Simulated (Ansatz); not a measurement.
This input was run:

```
crystal:
  lattice:
    - [5.6581536282, 0.0, 0.0]
    - [-1.8860512094, 5.3345583993, 0.0]
    - [0.0, 0.0, 24.5943630918]
  atoms:
    - { symbol: Nb, position: [0.25, 0.25, 0.325277787] }
    - { symbol: Nb, position: [0.25, 0.75, 0.325277787] }
    - { symbol: Nb, position: [0.75, 0.25, 0.325277787] }
    - { symbol: Nb, position: [0.75, 0.75, 0.325277787] }
    - { symbol: Nb, position: [0.5000365575, 0.499486694, 0.4173102721] }
    - { symbol: Nb, position: [0.4954139379, -0.0039110626, 0.4163304319] }
    - { symbol: Nb, position: [0.0034171609, 0.5041183769, 0.4163462104] }
    - { symbol: Nb, position: [-6.53342e-05, -0.0003893371, 0.4168202507] }
    - { symbol: Nb, position: [0.7444843404, 0.7495313444, 0.5136934826] }
    - { symbol: Nb, position: [0.7498025963, 0.2493957352, 0.5068004352] }
    - { symbol: Nb, position: [0.2442291518, 0.7549266402, 0.5164688708] }
    - { symbol: Nb, position: [0.2496506492, 0.2547496748, 0.5136985665] }
basis:
  ecutwfc: 420
kpoints:
  mp_grid: { grid: [4, 4, 1] }
hamiltonian:
  xc: pbe
  dispersion: d3bj
scf:
  occupations: { method: gaussian, width: 0.1 }
output:
  forces: true
  eigenvalues: true
  write_density: true
  volumetric_format: npy
efield:
  axis: 3
  dipole_correction: true
  ramp_width: 0.04
```

Launched with:
```bash
ansatz run input.yaml --threads 4 --pin off --max-ram 10240MiB --backend cpu --events-out ev --progress --plain --runs-dir out
```

What does the potential across the slab give for the work function?

The work function is 4.58 eV at the right face and 4.51 eV at the left. The vacuum levels differ by 0.08 eV, so the slab carries a dipole along its normal. The outermost atoms are 4.7 Å apart, which leaves 19.9 Å of vacuum in a cell 24.6 Å high.

The atoms aren't at rest in this cell (largest force 0.9 eV/Å), so the relaxed material can differ.

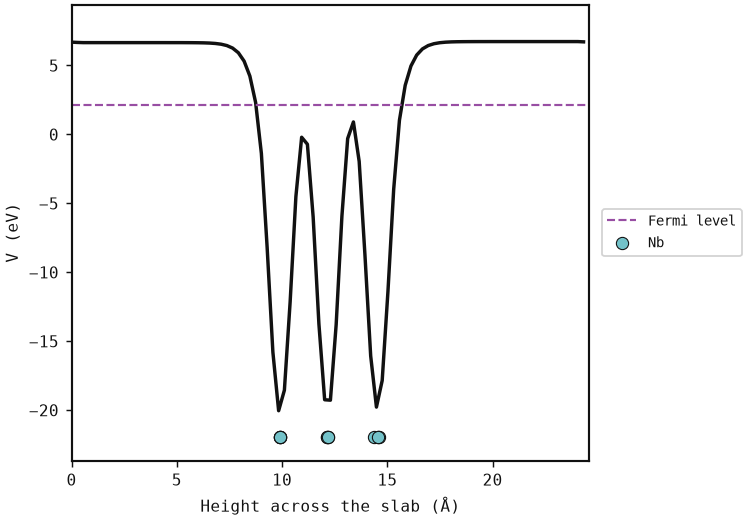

Plane-averaged electrostatic potential energy of an electron across the slab; circles at the bottom mark the heights of the atoms.
